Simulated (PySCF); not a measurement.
C₄H₁₀NOSi₂: EPR calculation

The run: EPR calculation of C₄H₁₀NOSi₂, multiplicity 2, SMILES C#C[Si](NC)[SiH2]OC. Method and program: UKS B3LYP, pcH-1 on C H N O Si, non-relativistic, mean-field spin-orbit, GIAO (PySCF 2.14.0).

It belongs to a series of runs on one base structure; here: H removed from Si.

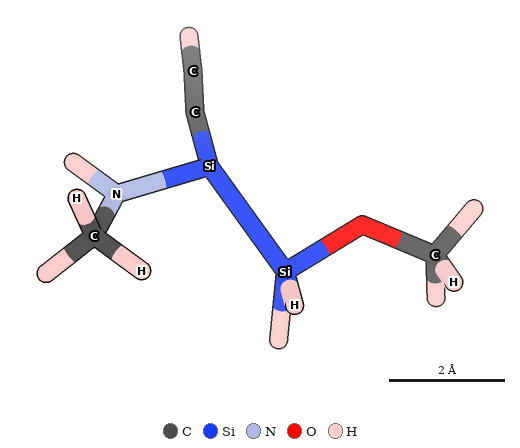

*The input geometry (stick view, seen at a tilt).*

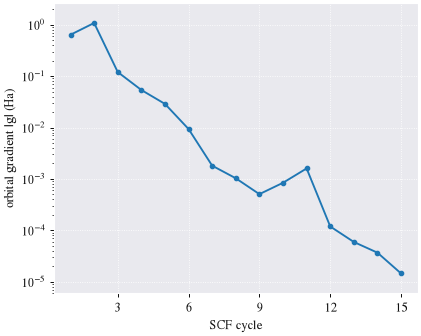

*Convergence of the self-consistent field: orbital gradient |g| against the SCF cycle.*

All cycles printed in the log are drawn one after another.

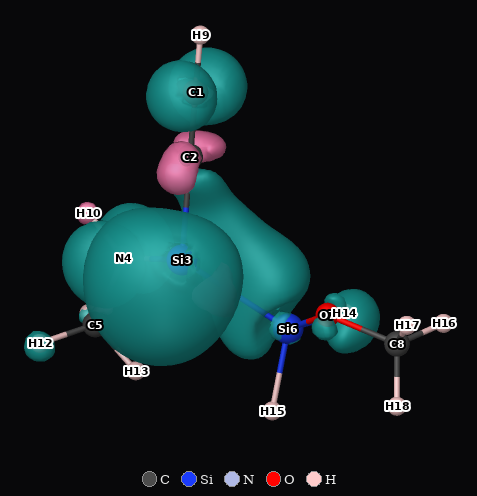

*Isosurfaces of the spin density (α minus β) at +0.01 (teal) and −0.01 e/Å³ (pink), seen at a tilt.*

The unpaired spin (1 electron) lies mostly on Si3 (about 0.5), N4 (about 0.2) and Si6 (about 0.1), in electrons by Hirshfeld's partition.

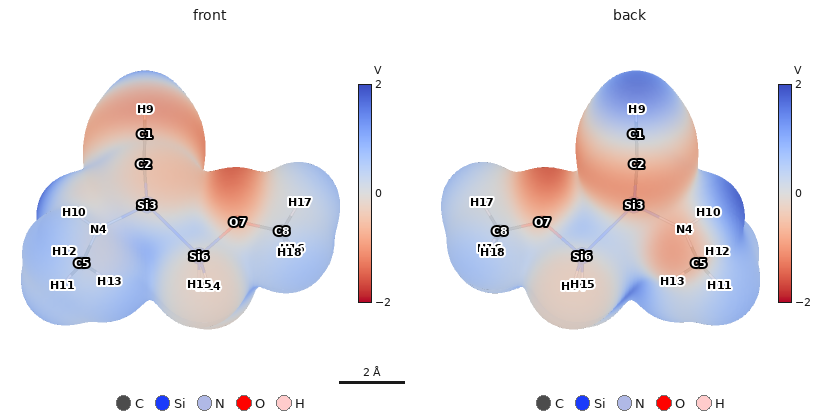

*The electrostatic potential painted on the density surface at 0.002 e/bohr³, seen at a tilt and from behind; red is negative and blue positive.*

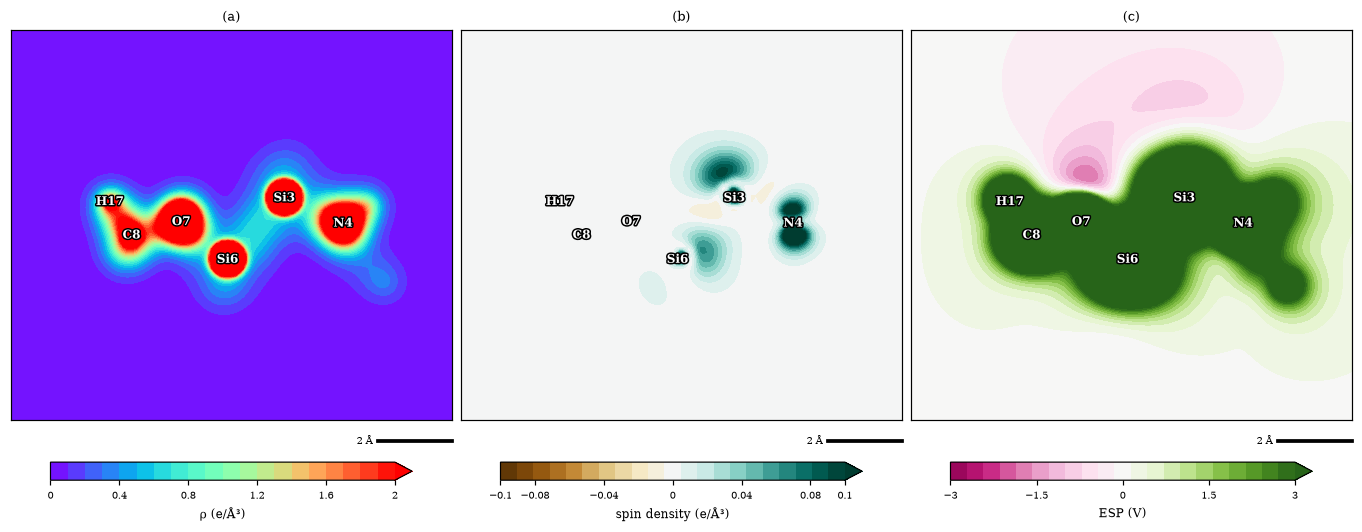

*(a) total electron density; (b) spin density (α minus β); (c) electrostatic potential on the plane of atoms O7, C8 and H17.*

Atoms in the plane: Si, N, O, C and H. Si–O (1.63 Å): ρ at the midpoint is about 1.1 e/Å³. Si–N (1.73 Å): ρ at the midpoint is about 1.1 e/Å³. The unpaired spin (1 electron) lies mostly on Si3 (about 0.5), N4 (about 0.2) and Si6 (about 0.1), in electrons by Hirshfeld's partition.

The input that produced these results follows, with the program's output.

### The input
```
{"job": {"kind": "epr", "basis": "pcH-1"}, "charge": 0, "multiplicity": 2}
C     -0.666072     3.533286    -0.398116
C     -0.743519     2.355556    -0.148595
Si    -0.722801     0.607223     0.468304
N     -2.284704     0.067828    -0.060316
C     -2.821881    -1.237419     0.210024
Si     0.853294    -0.842070    -0.297708
O      2.102129     0.001793     0.320106
C      3.441357    -0.346686     0.250792
H     -0.622959     4.551642    -0.662188
H     -3.008914     0.753810    -0.203843
H     -3.459726    -1.563990    -0.615720
H     -3.417016    -1.263125     1.130682
H     -2.002886    -1.947127     0.311818
H      1.147469    -1.187371    -1.705570
H      0.779983    -2.170460     0.351538
H      3.779726    -0.398298    -0.787872
H      4.022288     0.411586     0.777084
H      3.615471    -1.319864     0.718748
```

The first line tells a small driver script what to run in PySCF; the rest is the geometry in Å.

Run as:
```bash
OMP_NUM_THREADS=1 python <driver script> task.json out
```

### Log
```
UKS, coarse grid
  cycle   1  E = -867.23038665  |g| = 6.38e-01
  cycle   2  E = -866.92813504  |g| = 1.08e+00
  cycle   3  E = -867.38315020  |g| = 1.20e-01
  cycle   4  E = -867.38780580  |g| = 5.37e-02
  cycle   5  E = -867.38891560  |g| = 2.88e-02
  cycle   6  E = -867.38930988  |g| = 9.35e-03
  cycle   7  E = -867.38935517  |g| = 1.81e-03
  cycle   8  E = -867.38935627  |g| = 1.03e-03
  cycle   9  E = -867.38935731  |g| = 5.06e-04
UKS, final grid
  cycle   1  E = -867.38927963  |g| = 8.42e-04
  cycle   2  E = -867.38927884  |g| = 1.60e-03
  cycle   3  E = -867.38927995  |g| = 1.19e-04
  cycle   4  E = -867.38927996  |g| = 5.94e-05
  cycle   5  E = -867.38927996  |g| = 3.68e-05
  cycle   6  E = -867.38927997  |g| = 1.45e-05
E = -867.38927997 Eh   <S^2> = 0.7542 (exact 0.7500)
g shifts (ppm)      1          2          3
  rmc          -166       -166       -166
  gc             21         47         49
  oz_so        -286        -45       1409
  total        -431       -165       1292
hyperfine (MHz)  atom isotope    a_iso     a_fc   dipolar eigenvalues
    0   13C      11.01      11.06     -7.91     -7.68     15.58
    1   13C      28.84      28.83     -6.52     -0.92      7.45
    2  29Si    -448.69    -449.48   -119.24     57.29     61.95
    3   14N       9.30       9.27    -11.53    -11.18     22.71
    4   13C      -5.42      -5.42     -0.97     -0.39      1.36
    5  29Si    -138.77    -138.96    -26.68     11.60     15.09
    6   17O       3.76       3.76     -2.00      0.67      1.33
    7   13C       0.77       0.77     -0.25     -0.02      0.27
    8    1H      -7.32      -7.31     -4.40     -0.68      5.08
    9    1H     -15.94     -15.98    -13.43     -3.54     16.97
   10    1H      13.22      13.22     -2.05     -1.88      3.93
   11    1H      19.46      19.46     -2.29     -1.53      3.82
   12    1H       0.84       0.83     -2.23     -1.62      3.85
   13    1H      51.18      51.18     -2.67     -0.41      3.08
   14    1H      -7.08      -7.08     -2.40     -1.20      3.60
   15    1H       2.19       2.19     -0.80     -0.49      1.29
   16    1H       1.33       1.33     -0.69     -0.57      1.26
   17    1H       0.19       0.20     -0.79     -0.51      1.30
```

### Results in brief

| quantity | value |
| --- | --- |
| outcome | converged |
| total energy | −867.389280 hartree |
| ⟨S²⟩ | 0.754 |
| isotropic g | 2.0026 |
| hardware | 1 CPU thread, shared host |
| wall time | 2.1 min |
| peak memory | 1.1 GiB |
